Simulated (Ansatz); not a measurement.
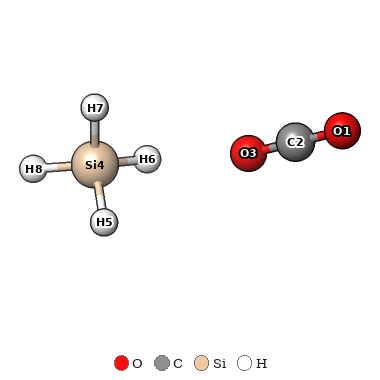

The system is the pair CO₂···H₄Si; the picture shows the reference structure. The first coordinate is: separation of Si4 and O3 along their line in the relaxed pair; the second: sideways slip of O1, C2, O3. Nothing is relaxed (both partners rigid). The grid has 15 × 15 points. Points are written as (first, second). All energies are given in kJ/mol relative to the lowest grid point. These are results of RHF/def2-SVPD (Ansatz 0.2.0), not measurements.

Its coordinates:

```yaml
atoms:
  - { symbol: O, position_ang: [-0.2382, -0.3886, -4.1225] }
  - { symbol: C, position_ang: [-0.2058, -0.1939, -3.0021] }
  - { symbol: O, position_ang: [-0.1733, 0.0010, -1.8811] }
  - { symbol: Si, position_ang: [0.1230, 0.1165, 1.7974] }
  - { symbol: H, position_ang: [-0.7885, 1.1945, 1.3493] }
  - { symbol: H, position_ang: [1.4613, 0.3098, 1.1924] }
  - { symbol: H, position_ang: [-0.4224, -1.1997, 1.3918] }
  - { symbol: H, position_ang: [0.2439, 0.1604, 3.2747] }
```

Range: separation of Si4 and O3 along their line in the relaxed pair from 3.101 to 4.501 Å; sideways slip of O1, C2, O3 from −3.00 to 3.00 Å.

> What will the energy surface look like?

The lowest grid point is at (3.741 Å, 0.00 Å). No other kind of well shows on this grid. The highest grid point, (3.101 Å, 1.29 Å), lies 5.31 kJ/mol above the lowest. Round the minimum the two coordinates are nearly uncoupled.

```tsv
second ↓, first →	3.101	3.136	3.193	3.263	3.344	3.433	3.529	3.632	3.741	3.856	3.976	4.100	4.230	4.363	4.501
3.00	2.08	2.01	1.90	1.79	1.70	1.62	1.57	1.53	1.51	1.50	1.50	1.50	1.50	1.50	1.51
2.57	2.92	2.74	2.49	2.24	2.02	1.84	1.70	1.59	1.53	1.48	1.46	1.45	1.45	1.45	1.46
2.14	4.04	3.71	3.25	2.79	2.39	2.06	1.81	1.63	1.51	1.44	1.39	1.37	1.37	1.37	1.38
1.71	5.03	4.52	3.82	3.14	2.55	2.08	1.74	1.50	1.35	1.26	1.22	1.22	1.23	1.25	1.28
1.29	5.31	4.68	3.82	2.99	2.28	1.74	1.35	1.11	0.97	0.92	0.93	0.97	1.02	1.08	1.14
0.86	4.79	4.14	3.25	2.40	1.68	1.14	0.78	0.58	0.50	0.51	0.58	0.68	0.80	0.91	1.00
0.43	4.07	3.45	2.61	1.80	1.13	0.63	0.31	0.15	0.13	0.19	0.32	0.48	0.63	0.78	0.90
0.00	3.78	3.17	2.35	1.57	0.92	0.45	0.15	0.01	0.00	0.09	0.24	0.41	0.58	0.74	0.87
−0.43	3.88	3.28	2.46	1.69	1.04	0.56	0.27	0.12	0.11	0.19	0.32	0.48	0.64	0.78	0.90
−0.86	3.86	3.31	2.56	1.85	1.25	0.81	0.54	0.40	0.37	0.42	0.52	0.65	0.77	0.89	0.98
−1.29	3.38	2.96	2.39	1.84	1.38	1.04	0.83	0.71	0.69	0.72	0.79	0.87	0.96	1.03	1.10
−1.71	2.63	2.37	2.02	1.68	1.40	1.20	1.07	1.00	0.98	1.00	1.04	1.09	1.14	1.18	1.22
−2.14	1.96	1.84	1.68	1.52	1.39	1.30	1.24	1.21	1.21	1.22	1.24	1.26	1.28	1.30	1.32
−2.57	1.60	1.56	1.50	1.45	1.40	1.37	1.36	1.35	1.35	1.35	1.36	1.37	1.38	1.39	1.40
−3.00	1.48	1.47	1.46	1.44	1.43	1.43	1.42	1.42	1.42	1.43	1.43	1.44	1.45	1.46	1.47
```

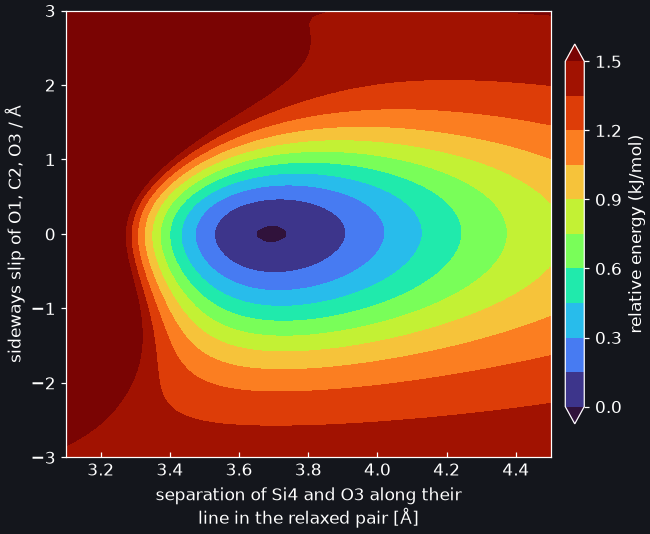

The picture shows filled contours, one colour for all values above the top of the scale. Between grid points the surface is interpolated.

Time for the 225 points that were run: 11 min on 1 thread of Arm Neoverse V2 (shared host).
